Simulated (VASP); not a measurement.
Data:

```yaml
crystal:
  lattice:
    - [1.57185, -2.72252, 0.00000]
    - [1.57185, 2.72252, 0.00000]
    - [0.00000, 0.00000, 3.51528]
  atoms:
    - { symbol: Zr, position: [0.00000, 0.00000, 0.00000] }
    - { symbol: B, position: [0.33333, 0.66667, 0.50000] }
    - { symbol: B, position: [0.66667, 0.33333, 0.50000] }
```

These are PBE GGA with D3 dispersion (Becke-Johnson damping), VASP's PBE PAW potentials (set 64) (plane waves; VASP) values and carry that method's errors. Numerical set-up: 520 eV cut-off, 13×13×10 Γ-centred mesh, tetrahedra with Blöchl corrections, potentials Zr_sv B.

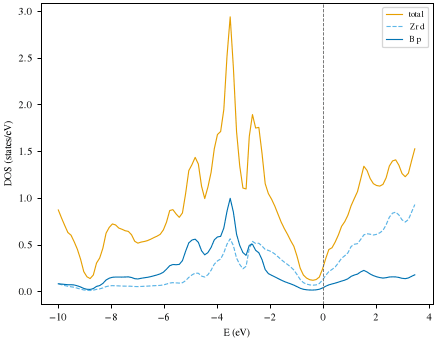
Total and projected density of states, zero at the Fermi level

Within 2 eV below the Fermi level the largest weight inside VASP's projection spheres is Zr d, then B p.

It has no gap at this level: it comes out as a metal or semimetal.

The compound is ZrB2 in the AlB2 type structure. It was relaxed first.
